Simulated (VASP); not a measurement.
Band structure of Ge (diamond). All values below come from PBE GGA, VASP's PBE PAW potentials (set 64) (plane waves; VASP 6.6.1).

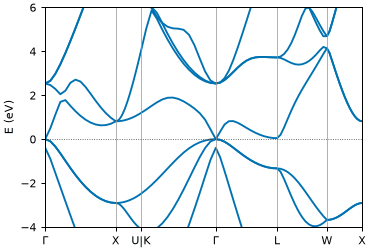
Figure: Bands along high-symmetry lines, zero at the valence-band maximum or, without a gap, the Fermi level

Q: Read the plot: is there a gap, and where are the band edges?

A: It has no gap at this level: it comes out as a metal or semimetal. (Edges off the drawn lines would not show.)

Measured: gap 0.79 eV (computed value off by -0.79 eV), as given by Anna Miglio et al., npj Computational Materials (2020), arXiv:2011.12765 [measured zero-point renormalisation of 52 meV added back].

The compound is Ge in the diamond structure. It was relaxed first.
